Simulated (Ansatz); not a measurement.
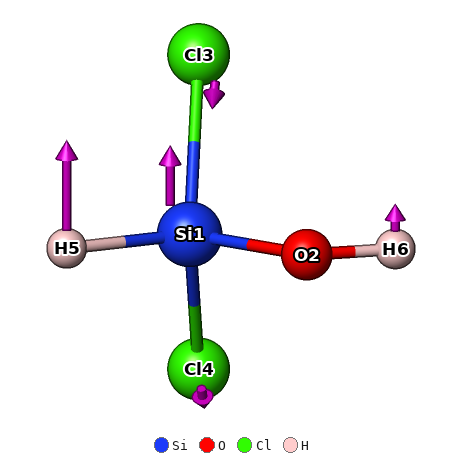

The arrows show one normal mode. Harmonic vibrations computed with RKS PBE0-D4/def2-TZVP (Ansatz 0.2.0) at a stationary point of the same level.

**Describe the motion.**

Mostly out-of-phase stretching of 2 Cl–Si bonds.

**Estimate its harmonic wavenumber.**

587 cm⁻¹; it is mode 6 of 12 counted from the lowest.
